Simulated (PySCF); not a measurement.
Molecule: Ge(F)3(tBu), SMILES [F][Ge]([F])([C](C)(C)C)[F] (C₄H₉F₃Ge), singlet. Atoms near the plane z = 0.8 Å, at the GFN2-xTB optimised geometry (x, y, z in Å): C2 (-0.3, 0.1, 0.0), C3 (0.0, 0.7, 1.3), C4 (-1.8, -0.2, -0.1), Ge5 (0.6, -1.8, 0.0), F6 (0.3, -2.9, 1.4), F7 (2.4, -1.8, 0.0), H12 (1.1, 0.9, 1.4), H14 (-0.5, 1.7, 1.4), H15 (-2.4, 0.7, -0.1), H17 (-2.2, -0.8, 0.7).

Method: PBE0/def2-SVP (PySCF). The values are rescaled to run from 0 to 1.

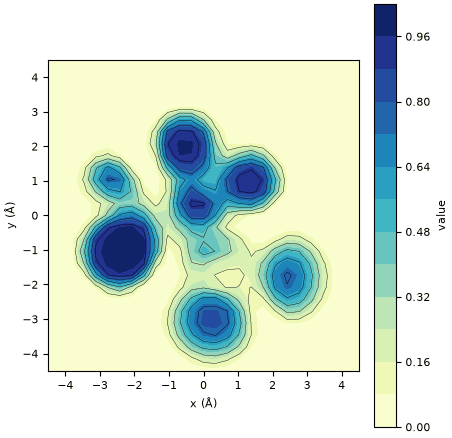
*a field on the plane z = 0.8 Å.*

### Question
Which quantity is mapped?
A) deformation density (molecule minus spherical neutral atoms)
B) an orbital amplitude
C) Laplacian of the electron density
D) electron localisation function

### Answer
D, electron localisation function
